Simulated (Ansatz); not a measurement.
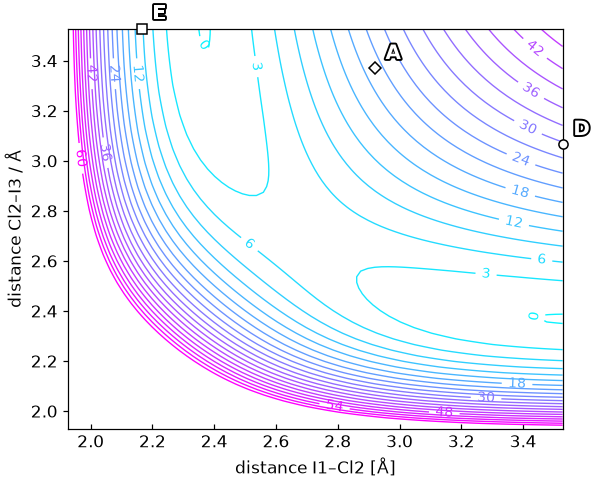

The system I⁻ + ClI. 
- Coordinates scanned: (1) distance I1–Cl2; (2) distance Cl2–I3.
- Nothing is relaxed (the angle I1–Cl2–I3 is fixed at 160 degrees).
- The grid has 14 × 14 points; 105 points were computed and 91 follow by symmetry.
- Points are written as (first, second).
- All energies are given in kcal/mol relative to the lowest grid point.
- The reference is spin-restricted, so regions where a bond is pulled apart into radicals lie too high.
- Method: RHF/def2-SVPD (Ansatz 0.2.0).

The picture shows contour lines labelled in kcal/mol (none above 60), lettered points. Between grid points the surface is interpolated.

### Rank the lettered points by energy, lowest first.

E (9 kcal/mol), A (20 kcal/mol), D (30 kcal/mol).
